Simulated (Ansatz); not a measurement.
**BH₂+ (triplet): B2PLYP, RPA-PBE over a scan of the angle H2–B1–H3, aug-cc-pVTZ, part 1 of 2**

How well do these functionals follow the top wave-function level for BH₂+ (triplet) over a scan of the angle H2–B1–H3?

Method: aug-cc-pVTZ, all electrons in the functionals, frozen cores in the correlation of double hybrids and RPA; program: Ansatz 0.2.0, Gaussian basis.

Plan: B2PLYP, RPA-PBE, at 66.8°; 68.5°; 86.2°; 108.3°; 121.0°; 139.8°; 159.8°; 180.0°.

12 further runs of the same task are left out: 2 for a known fault of the program, 7 that didn't finish, 3 set aside as unsound or not needed.

### Step 1. The system

The geometry derives from a PBE0/def2-TZVP stationary point (not a proven minimum). One angle is set to the value named; bond lengths are kept.

3 atoms, charge 1, spin multiplicity 3.

Atoms are counted from 1 here; the program's logs count them from 0.

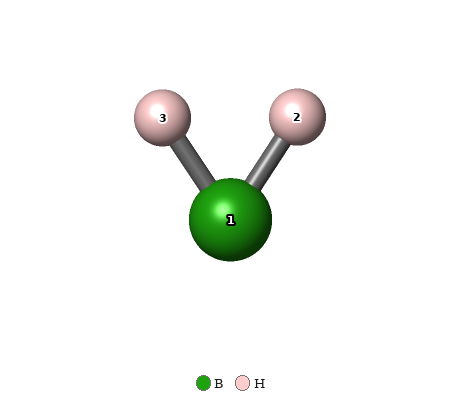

The geometry (boron green, hydrogen pink); atoms are numbered from 1 in the order of the file.

Geometry (Å):

```xyz
3
BH2
B     0.0000    0.0000   -0.1694
H     0.0000    0.7106    0.9083
H     0.0000   -0.7106    0.9083
```

No dispersion term is added.

The geometry shown and the zero of energy belong to the point 66.8°. The yardstick, FCI, and other wave-function levels (R restricted, U unrestricted, valence and pair active spaces) come from earlier runs.

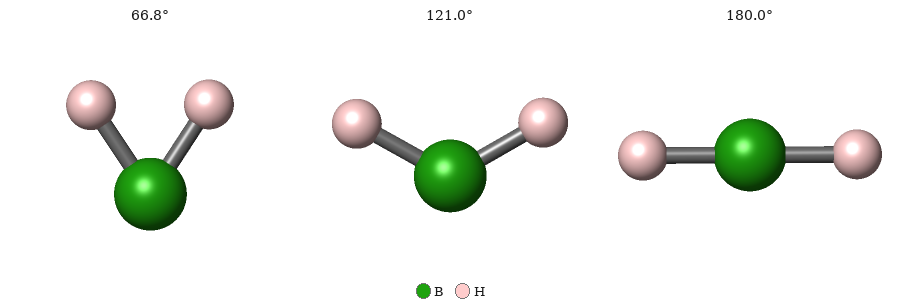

Three points of the scan; sticks are drawn by distance.

### Step 2. B2PLYP, 66.8°

Input file in.yaml:

```yaml
crystal:
  periodic: [false, false, false]
  atoms:
    - {symbol: B, position_ang: [0.000000, 0.000000, -0.169375]}
    - {symbol: H, position_ang: [0.000000, 0.710556, 0.908346]}
    - {symbol: H, position_ang: [0.000000, -0.710556, 0.908346]}
basis:
  gaussian: {orbitals: aug-cc-pVTZ}
total_charge: 1
magnetization: {spin_polarized: true, initial_magnetization: 2}
hamiltonian: {xc: {name: B2PLYP}}
correlation: {electrons: outside_noble_gas}
```

Command:

```
ansatz run in.yaml --threads 1 --pin off --events-out ev --progress --plain --max-ram 2393MiB
```

Output:

```text
Functional definition: B2PLYP
  name "B2PLYP"
  cite "Grimme, J. Chem. Phys. 124, 034108 (2006) doi:10.1063/1.2148954"
  cite "Becke, Phys. Rev. A 38, 3098 (1988) doi:10.1103/PhysRevA.38.3098"
  cite "Lee, Yang & Parr, Phys. Rev. B 37, 785 (1988) doi:10.1103/PhysRevB.37.785"
  parameter a = 0.53
  parameter c = 0.27
  exchange = (1 - a)*b88_x + a*exact_x
  correlation = (1 - c)*lyp_c + c*(mp2_os + mp2_ss)
522 factors; integrals over basis functions are off by at most 8.1e-4 eV
mean field evaluation 1: about -691.7861 eV, gradient 7.1e0 eV
mean field evaluation 2: about -691.7864 eV, gradient 7.1e0 eV
mean field evaluation 4: about -692.1935 eV, gradient 4.4e-1 eV
mean field evaluation 8: about -692.1975 eV, gradient 6.0e-3 eV
mean field evaluation 16: about -692.1975 eV, gradient 4.0e-6 eV
mean field -692.19749544 eV, -25.4377887690 hartree, gradient 4.0e-6 eV, S^2 2.005179; 0 other end points of the search recorded, 0 dependent functions left out
1 core orbitals not correlated: weight in the atoms' cores, before any rotation towards them, 1.000 or more for the frozen orbitals, at most 0.000 for the correlated occupied ones
reference -692.19759660 eV, -25.4377924868 hartree; 3, 1 occupied and 88, 90 virtual orbitals, 522 factors
second order -1.82496128 eV of doubles, -0.00000000 eV of singles
Total energy: -692.69033615 eV, -25.4559003311 hartree
```

Wall time 1.5 s (1 thread of Arm Neoverse V1, shared host).

From the report: ⟨S²⟩ of the determinant 2.005 (pure triplet: 2.00).

### Step 3. B2PLYP, 68.5°

Input file in.yaml:

```yaml
crystal:
  periodic: [false, false, false]
  atoms:
    - {symbol: B, position_ang: [0.000000, 0.000000, -0.167695]}
    - {symbol: H, position_ang: [0.000000, 0.726514, 0.899334]}
    - {symbol: H, position_ang: [0.000000, -0.726514, 0.899334]}
basis:
  gaussian: {orbitals: aug-cc-pVTZ}
total_charge: 1
magnetization: {spin_polarized: true, initial_magnetization: 2}
hamiltonian: {xc: {name: B2PLYP}}
correlation: {electrons: outside_noble_gas}
```

Launched as before.

Output, shortened:

```text
Functional definition: B2PLYP
  name "B2PLYP"
  cite "Grimme, J. Chem. Phys. 124, 034108 (2006) doi:10.1063/1.2148954"
  cite "Becke, Phys. Rev. A 38, 3098 (1988) doi:10.1103/PhysRevA.38.3098"
  cite "Lee, Yang & Parr, Phys. Rev. B 37, 785 (1988) doi:10.1103/PhysRevB.37.785"
[...]
522 factors; integrals over basis functions are off by at most 8.6e-4 eV
[...]
mean field -692.20021331 eV, -25.4378886490 hartree, gradient 3.9e-6 eV, S^2 2.005497; 0 other end points of the search recorded, 0 dependent functions left out
1 core orbitals not correlated: weight in the atoms' cores, before any rotation towards them, 1.000 or more for the frozen orbitals, at most 0.000 for the correlated occupied ones
reference -692.20031449 eV, -25.4378923673 hartree; 3, 1 occupied and 88, 90 virtual orbitals, 522 factors
second order -1.82202903 eV of doubles, -0.00000000 eV of singles
Total energy: -692.69226233 eV, -25.4559711169 hartree
```

Wall time 1.4 s (1 thread of Arm Neoverse V1, shared host).

From the report: ⟨S²⟩ of the determinant 2.005 (pure triplet: 2.00).

From 66.8°: -0.002 eV.

### Step 4. B2PLYP, 86.2°

Input file in.yaml:

```yaml
crystal:
  periodic: [false, false, false]
  atoms:
    - {symbol: B, position_ang: [0.000000, 0.000000, -0.148132]}
    - {symbol: H, position_ang: [0.000000, 0.882025, 0.794421]}
    - {symbol: H, position_ang: [0.000000, -0.882025, 0.794421]}
basis:
  gaussian: {orbitals: aug-cc-pVTZ}
total_charge: 1
magnetization: {spin_polarized: true, initial_magnetization: 2}
hamiltonian: {xc: {name: B2PLYP}}
correlation: {electrons: outside_noble_gas}
```

Same command.

Output, shortened:

```text
Functional definition: B2PLYP
  name "B2PLYP"
  cite "Grimme, J. Chem. Phys. 124, 034108 (2006) doi:10.1063/1.2148954"
  cite "Becke, Phys. Rev. A 38, 3098 (1988) doi:10.1103/PhysRevA.38.3098"
  cite "Lee, Yang & Parr, Phys. Rev. B 37, 785 (1988) doi:10.1103/PhysRevB.37.785"
[...]
522 factors; integrals over basis functions are off by at most 1.1e-3 eV
[...]
mean field -692.10571676 eV, -25.4344159649 hartree, gradient 3.5e-6 eV, S^2 2.008637; 0 other end points of the search recorded, 0 dependent functions left out
1 core orbitals not correlated: weight in the atoms' cores, before any rotation towards them, 1.000 or more for the frozen orbitals, at most 0.000 for the correlated occupied ones
reference -692.10581847 eV, -25.4344197026 hartree; 3, 1 occupied and 88, 90 virtual orbitals, 522 factors
second order -1.80496824 eV of doubles, -0.00000000 eV of singles
Total energy: -692.59315990 eV, -25.4523291696 hartree
```

Wall time 1.5 s (1 thread of Arm Neoverse V1, shared host).

From the report: ⟨S²⟩ of the determinant 2.009 (pure triplet: 2.00).

From 66.8°: +0.097 eV.

### Step 5. B2PLYP, 108.3°

Input file in.yaml:

```yaml
crystal:
  periodic: [false, false, false]
  atoms:
    - {symbol: B, position_ang: [0.000000, 0.000000, -0.118817]}
    - {symbol: H, position_ang: [0.000000, 1.046328, 0.637207]}
    - {symbol: H, position_ang: [0.000000, -1.046328, 0.637207]}
basis:
  gaussian: {orbitals: aug-cc-pVTZ}
total_charge: 1
magnetization: {spin_polarized: true, initial_magnetization: 2}
hamiltonian: {xc: {name: B2PLYP}}
correlation: {electrons: outside_noble_gas}
```

Launched as before.

Output, shortened:

```text
Functional definition: B2PLYP
  name "B2PLYP"
  cite "Grimme, J. Chem. Phys. 124, 034108 (2006) doi:10.1063/1.2148954"
  cite "Becke, Phys. Rev. A 38, 3098 (1988) doi:10.1103/PhysRevA.38.3098"
  cite "Lee, Yang & Parr, Phys. Rev. B 37, 785 (1988) doi:10.1103/PhysRevB.37.785"
[...]
522 factors; integrals over basis functions are off by at most 9.9e-4 eV
[...]
mean field -691.71790887 eV, -25.4201642877 hartree, gradient 2.4e-6 eV, S^2 2.012006; 0 other end points of the search recorded, 0 dependent functions left out
1 core orbitals not correlated: weight in the atoms' cores, before any rotation towards them, 1.000 or more for the frozen orbitals, at most 0.000 for the correlated occupied ones
reference -691.71801101 eV, -25.4201680412 hartree; 3, 1 occupied and 88, 90 virtual orbitals, 522 factors
second order -1.82726772 eV of doubles, -0.00000000 eV of singles
Total energy: -692.21137329 eV, -25.4382987708 hartree
```

It took 1.4 s on 1 thread of Arm Neoverse V1, shared host.

From the report: ⟨S²⟩ of the determinant 2.012 (pure triplet: 2.00).

From 66.8°: +0.479 eV.

### Step 6. B2PLYP, 121.0°

Input file in.yaml:

```yaml
crystal:
  periodic: [false, false, false]
  atoms:
    - {symbol: B, position_ang: [0.000000, 0.000000, -0.099901]}
    - {symbol: H, position_ang: [0.000000, 1.123526, 0.535760]}
    - {symbol: H, position_ang: [0.000000, -1.123526, 0.535760]}
basis:
  gaussian: {orbitals: aug-cc-pVTZ}
total_charge: 1
magnetization: {spin_polarized: true, initial_magnetization: 2}
hamiltonian: {xc: {name: B2PLYP}}
correlation: {electrons: outside_noble_gas}
```

Launched as before.

Output, shortened:

```text
Functional definition: B2PLYP
  name "B2PLYP"
  cite "Grimme, J. Chem. Phys. 124, 034108 (2006) doi:10.1063/1.2148954"
  cite "Becke, Phys. Rev. A 38, 3098 (1988) doi:10.1103/PhysRevA.38.3098"
  cite "Lee, Yang & Parr, Phys. Rev. B 37, 785 (1988) doi:10.1103/PhysRevB.37.785"
[...]
522 factors; integrals over basis functions are off by at most 8.2e-4 eV
[...]
mean field -691.39631704 eV, -25.4083460061 hartree, gradient 3.0e-6 eV, S^2 2.013469; 2 other end points of the search recorded, 0 dependent functions left out
1 core orbitals not correlated: weight in the atoms' cores, before any rotation towards them, 1.000 or more for the frozen orbitals, at most 0.000 for the correlated occupied ones
reference -691.39641897 eV, -25.4083497520 hartree; 3, 1 occupied and 88, 90 virtual orbitals, 522 factors
second order -1.85782418 eV of doubles, -0.00000000 eV of singles
Total energy: -691.89803150 eV, -25.4267836724 hartree
```

Run time: 1.6 s. Hardware: 1 thread of Arm Neoverse V1, shared host.

From the report: ⟨S²⟩ of the determinant 2.013 (pure triplet: 2.00).

From 66.8°: +0.792 eV.

### Step 7. B2PLYP, 139.8°

Input file in.yaml:

```yaml
crystal:
  periodic: [false, false, false]
  atoms:
    - {symbol: B, position_ang: [0.000000, 0.000000, -0.069720]}
    - {symbol: H, position_ang: [0.000000, 1.212259, 0.373904]}
    - {symbol: H, position_ang: [0.000000, -1.212259, 0.373904]}
basis:
  gaussian: {orbitals: aug-cc-pVTZ}
total_charge: 1
magnetization: {spin_polarized: true, initial_magnetization: 2}
hamiltonian: {xc: {name: B2PLYP}}
correlation: {electrons: outside_noble_gas}
```

Launched as before.

Output, shortened:

```text
Functional definition: B2PLYP
  name "B2PLYP"
  cite "Grimme, J. Chem. Phys. 124, 034108 (2006) doi:10.1063/1.2148954"
  cite "Becke, Phys. Rev. A 38, 3098 (1988) doi:10.1103/PhysRevA.38.3098"
  cite "Lee, Yang & Parr, Phys. Rev. B 37, 785 (1988) doi:10.1103/PhysRevB.37.785"
[...]
520 factors; integrals over basis functions are off by at most 1.1e-3 eV
[...]
mean field -690.83940993 eV, -25.3878800472 hartree, gradient 5.0e-6 eV, S^2 2.014076; 2 other end points of the search recorded, 0 dependent functions left out
1 core orbitals not correlated: weight in the atoms' cores, before any rotation towards them, 1.000 or more for the frozen orbitals, at most 0.000 for the correlated occupied ones
reference -690.83951333 eV, -25.3878838469 hartree; 3, 1 occupied and 88, 90 virtual orbitals, 520 factors
second order -1.92773079 eV of doubles, -0.00000000 eV of singles
Total energy: -691.36000064 eV, -25.4070114029 hartree
```

Wall time 1.6 s (1 thread of Arm Neoverse V1, shared host).

From the report: ⟨S²⟩ of the determinant 2.014 (pure triplet: 2.00).

From 66.8°: +1.330 eV.

### Step 8. B2PLYP, 159.8°

Input file in.yaml:

```yaml
crystal:
  periodic: [false, false, false]
  atoms:
    - {symbol: B, position_ang: [0.000000, 0.000000, -0.035578]}
    - {symbol: H, position_ang: [0.000000, 1.270877, 0.190800]}
    - {symbol: H, position_ang: [0.000000, -1.270877, 0.190800]}
basis:
  gaussian: {orbitals: aug-cc-pVTZ}
total_charge: 1
magnetization: {spin_polarized: true, initial_magnetization: 2}
hamiltonian: {xc: {name: B2PLYP}}
correlation: {electrons: outside_noble_gas}
```

Launched as before.

Output, shortened:

```text
Functional definition: B2PLYP
  name "B2PLYP"
  cite "Grimme, J. Chem. Phys. 124, 034108 (2006) doi:10.1063/1.2148954"
  cite "Becke, Phys. Rev. A 38, 3098 (1988) doi:10.1103/PhysRevA.38.3098"
  cite "Lee, Yang & Parr, Phys. Rev. B 37, 785 (1988) doi:10.1103/PhysRevB.37.785"
[...]
520 factors; integrals over basis functions are off by at most 1.1e-3 eV
[...]
mean field -690.25091239 eV, -25.3662531615 hartree, gradient 1.7e-6 eV, S^2 2.011028; 2 other end points of the search recorded, 0 dependent functions left out
1 core orbitals not correlated: weight in the atoms' cores, before any rotation towards them, 1.000 or more for the frozen orbitals, at most 0.000 for the correlated occupied ones
reference -690.25101547 eV, -25.3662569496 hartree; 3, 1 occupied and 88, 90 virtual orbitals, 520 factors
second order -2.04397411 eV of doubles, -0.00000000 eV of singles
Total energy: -690.80288848 eV, -25.3865379086 hartree
```

It took 1.8 s on 1 thread of Arm Neoverse V1, shared host.

From the report: ⟨S²⟩ of the determinant 2.011 (pure triplet: 2.00).

From 66.8°: +1.887 eV.

### Step 9. B2PLYP, 180.0°

Input file in.yaml:

```yaml
crystal:
  periodic: [false, false, false]
  atoms:
    - {symbol: B, position_ang: [0.000000, 0.000000, 0.000000]}
    - {symbol: H, position_ang: [0.000000, 0.000000, -1.290881]}
    - {symbol: H, position_ang: [0.000000, 0.000000, 1.290881]}
basis:
  gaussian: {orbitals: aug-cc-pVTZ}
total_charge: 1
magnetization: {spin_polarized: true, initial_magnetization: 2}
hamiltonian: {xc: {name: B2PLYP}}
correlation: {electrons: outside_noble_gas}
```

Same command.

Output, shortened:

```text
Functional definition: B2PLYP
  name "B2PLYP"
  cite "Grimme, J. Chem. Phys. 124, 034108 (2006) doi:10.1063/1.2148954"
  cite "Becke, Phys. Rev. A 38, 3098 (1988) doi:10.1103/PhysRevA.38.3098"
  cite "Lee, Yang & Parr, Phys. Rev. B 37, 785 (1988) doi:10.1103/PhysRevB.37.785"
[...]
520 factors; integrals over basis functions are off by at most 1.1e-3 eV
[...]
mean field -689.96041368 eV, -25.3555775307 hartree, gradient 2.8e-6 eV, S^2 2.007814; 0 other end points of the search recorded, 0 dependent functions left out
1 core orbitals not correlated: weight in the atoms' cores, before any rotation towards them, 1.000 or more for the frozen orbitals, at most 0.000 for the correlated occupied ones
reference -689.96051642 eV, -25.3555813065 hartree; 3, 1 occupied and 88, 90 virtual orbitals, 520 factors
second order -2.13505348 eV of doubles, -0.00000000 eV of singles
Total energy: -690.53698086 eV, -25.3767659839 hartree
```

It took 1.3 s on 1 thread of Arm Neoverse V1, shared host.

From the report: ⟨S²⟩ of the determinant 2.008 (pure triplet: 2.00).

From 66.8°: +2.153 eV.

### Step 10. RPA-PBE, 66.8°

Input file in.yaml:

```yaml
crystal:
  periodic: [false, false, false]
  atoms:
    - {symbol: B, position_ang: [0.000000, 0.000000, -0.169375]}
    - {symbol: H, position_ang: [0.000000, 0.710556, 0.908346]}
    - {symbol: H, position_ang: [0.000000, -0.710556, 0.908346]}
basis:
  gaussian: {orbitals: aug-cc-pVTZ}
total_charge: 1
magnetization: {spin_polarized: true, initial_magnetization: 2}
hamiltonian: {xc: {name: PBE}}
correlation: {method: rpa, electrons: outside_noble_gas}
```

The command is unchanged.

Output:

```text
Functional definition: PBE
  name "PBE"
  cite "Perdew, Burke & Ernzerhof, Phys. Rev. Lett. 77, 3865 (1996) doi:10.1103/PhysRevLett.77.3865"
  parent pbe
  parameter kappa = 0.804
  parameter beta = 0.06672455060314922
  exchange = pbe_x(kappa = kappa, mu = beta*pi^2/3)
  correlation = pbe_c(beta = beta)
522 factors; integrals over basis functions are off by at most 8.1e-4 eV
mean field evaluation 1: about -691.3892 eV, gradient 1.1e1 eV
mean field evaluation 2: about -691.3891 eV, gradient 1.1e1 eV
mean field evaluation 4: about -692.2086 eV, gradient 6.3e-1 eV
mean field evaluation 8: about -692.2117 eV, gradient 7.5e-4 eV
mean field -692.21167946 eV, -25.4383100224 hartree, gradient 1.5e-6 eV, S^2 2.002116; 0 other end points of the search recorded, 0 dependent functions left out
1 core orbitals not correlated: weight in the atoms' cores, before any rotation towards them, 1.000 or more for the frozen orbitals, at most 0.000 for the correlated occupied ones
reference -689.41283576 eV, -25.3354544135 hartree; 3, 1 occupied and 88, 90 virtual orbitals, 522 factors
Total energy: -693.54319781 eV, -25.4872424190 hartree
```

Run time: 1.4 s. Hardware: 1 thread of Arm Neoverse V1, shared host.

From the report: ⟨S²⟩ of the determinant 2.002 (pure triplet: 2.00).

### Step 11. RPA-PBE, 68.5°

Input file in.yaml:

```yaml
crystal:
  periodic: [false, false, false]
  atoms:
    - {symbol: B, position_ang: [0.000000, 0.000000, -0.167695]}
    - {symbol: H, position_ang: [0.000000, 0.726514, 0.899334]}
    - {symbol: H, position_ang: [0.000000, -0.726514, 0.899334]}
basis:
  gaussian: {orbitals: aug-cc-pVTZ}
total_charge: 1
magnetization: {spin_polarized: true, initial_magnetization: 2}
hamiltonian: {xc: {name: PBE}}
correlation: {method: rpa, electrons: outside_noble_gas}
```

Same command.

Output:

```text
Functional definition: PBE
  name "PBE"
  cite "Perdew, Burke & Ernzerhof, Phys. Rev. Lett. 77, 3865 (1996) doi:10.1103/PhysRevLett.77.3865"
  parent pbe
  parameter kappa = 0.804
  parameter beta = 0.06672455060314922
  exchange = pbe_x(kappa = kappa, mu = beta*pi^2/3)
  correlation = pbe_c(beta = beta)
522 factors; integrals over basis functions are off by at most 8.6e-4 eV
mean field evaluation 1: about -691.3936 eV, gradient 1.1e1 eV
mean field evaluation 2: about -691.3932 eV, gradient 1.1e1 eV
mean field evaluation 4: about -692.2075 eV, gradient 6.6e-1 eV
mean field evaluation 8: about -692.2110 eV, gradient 8.6e-4 eV
mean field -692.21100140 eV, -25.4382851038 hartree, gradient 1.2e-6 eV, S^2 2.002222; 0 other end points of the search recorded, 0 dependent functions left out
1 core orbitals not correlated: weight in the atoms' cores, before any rotation towards them, 1.000 or more for the frozen orbitals, at most 0.000 for the correlated occupied ones
reference -689.41157304 eV, -25.3354080094 hartree; 3, 1 occupied and 88, 90 virtual orbitals, 522 factors
Total energy: -693.54590494 eV, -25.4873419043 hartree
```

Wall time 1.4 s (1 thread of Arm Neoverse V1, shared host).

From the report: ⟨S²⟩ of the determinant 2.002 (pure triplet: 2.00).

From 66.8°: -0.003 eV.

### Step 12. RPA-PBE, 86.2°

Input file in.yaml:

```yaml
crystal:
  periodic: [false, false, false]
  atoms:
    - {symbol: B, position_ang: [0.000000, 0.000000, -0.148132]}
    - {symbol: H, position_ang: [0.000000, 0.882025, 0.794421]}
    - {symbol: H, position_ang: [0.000000, -0.882025, 0.794421]}
basis:
  gaussian: {orbitals: aug-cc-pVTZ}
total_charge: 1
magnetization: {spin_polarized: true, initial_magnetization: 2}
hamiltonian: {xc: {name: PBE}}
correlation: {method: rpa, electrons: outside_noble_gas}
```

The command is unchanged.

Output:

```text
Functional definition: PBE
  name "PBE"
  cite "Perdew, Burke & Ernzerhof, Phys. Rev. Lett. 77, 3865 (1996) doi:10.1103/PhysRevLett.77.3865"
  parent pbe
  parameter kappa = 0.804
  parameter beta = 0.06672455060314922
  exchange = pbe_x(kappa = kappa, mu = beta*pi^2/3)
  correlation = pbe_c(beta = beta)
522 factors; integrals over basis functions are off by at most 1.1e-3 eV
mean field evaluation 1: about -691.3012 eV, gradient 1.1e1 eV
mean field evaluation 2: about -691.2998 eV, gradient 1.1e1 eV
mean field evaluation 4: about -692.0909 eV, gradient 7.3e-1 eV
mean field evaluation 8: about -692.0953 eV, gradient 1.6e-3 eV
mean field -692.09532111 eV, -25.4340339317 hartree, gradient 1.1e-6 eV, S^2 2.003221; 0 other end points of the search recorded, 0 dependent functions left out
1 core orbitals not correlated: weight in the atoms' cores, before any rotation towards them, 1.000 or more for the frozen orbitals, at most 0.000 for the correlated occupied ones
reference -689.28216054 eV, -25.3306521875 hartree; 3, 1 occupied and 88, 90 virtual orbitals, 522 factors
Total energy: -693.46536669 eV, -25.4843821780 hartree
```

Run time: 1.3 s. Hardware: 1 thread of Arm Neoverse V1, shared host.

From the report: ⟨S²⟩ of the determinant 2.003 (pure triplet: 2.00).

From 66.8°: +0.078 eV.

### Step 13. RPA-PBE, 108.3°

Input file in.yaml:

```yaml
crystal:
  periodic: [false, false, false]
  atoms:
    - {symbol: B, position_ang: [0.000000, 0.000000, -0.118817]}
    - {symbol: H, position_ang: [0.000000, 1.046328, 0.637207]}
    - {symbol: H, position_ang: [0.000000, -1.046328, 0.637207]}
basis:
  gaussian: {orbitals: aug-cc-pVTZ}
total_charge: 1
magnetization: {spin_polarized: true, initial_magnetization: 2}
hamiltonian: {xc: {name: PBE}}
correlation: {method: rpa, electrons: outside_noble_gas}
```

The command is unchanged.

Output:

```text
Functional definition: PBE
  name "PBE"
  cite "Perdew, Burke & Ernzerhof, Phys. Rev. Lett. 77, 3865 (1996) doi:10.1103/PhysRevLett.77.3865"
  parent pbe
  parameter kappa = 0.804
  parameter beta = 0.06672455060314922
  exchange = pbe_x(kappa = kappa, mu = beta*pi^2/3)
  correlation = pbe_c(beta = beta)
522 factors; integrals over basis functions are off by at most 9.9e-4 eV
mean field evaluation 1: about -690.9137 eV, gradient 1.1e1 eV
mean field evaluation 2: about -690.9128 eV, gradient 1.1e1 eV
mean field evaluation 4: about -691.7170 eV, gradient 5.5e-1 eV
mean field evaluation 8: about -691.7196 eV, gradient 2.4e-3 eV
mean field -691.71963583 eV, -25.4202277522 hartree, gradient 2.0e-6 eV, S^2 2.004041; 0 other end points of the search recorded, 0 dependent functions left out
1 core orbitals not correlated: weight in the atoms' cores, before any rotation towards them, 1.000 or more for the frozen orbitals, at most 0.000 for the correlated occupied ones
reference -688.84620811 eV, -25.3146312312 hartree; 3, 1 occupied and 88, 90 virtual orbitals, 522 factors
Total energy: -693.13022317 eV, -25.4720658811 hartree
```

Run time: 1.3 s. Hardware: 1 thread of Arm Neoverse V1, shared host.

From the report: ⟨S²⟩ of the determinant 2.004 (pure triplet: 2.00).

From 66.8°: +0.413 eV.

(Continued in part 2 of 2.)
